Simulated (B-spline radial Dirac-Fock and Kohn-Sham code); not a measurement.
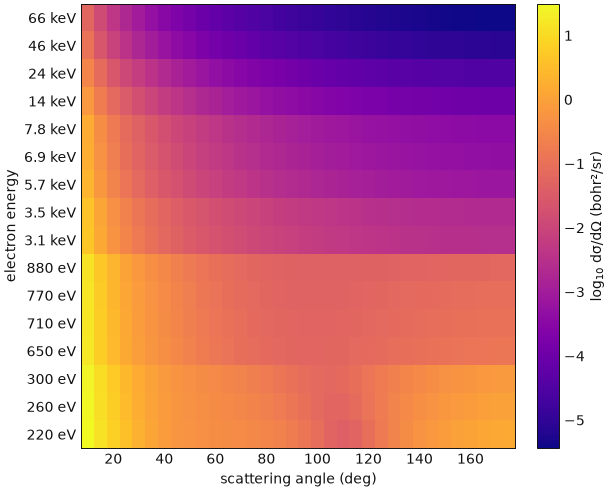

Fig. 1. A map of the differential cross section for elastic electron scattering over angle and energy (one row an energy, not to scale). It refers to neutral K. The calculation used Dirac partial waves in the static Dirac–Fock field with Furness–McCarthy exchange, no polarisation or absorption (a radial B-spline solver).

The deepest dip lies at 217 eV and 110° (0.040 bohr²/sr). Marked minima (at least 40 % below the values at larger angles) show at 220 eV (110°); 260 eV (105°); 650 eV (100°); 770 eV (100°); above that any minima are shallower. At 90° the cross section goes from 0.18 bohr²/sr at 220 eV to 1.7 × 10⁻⁵ at 66 keV.
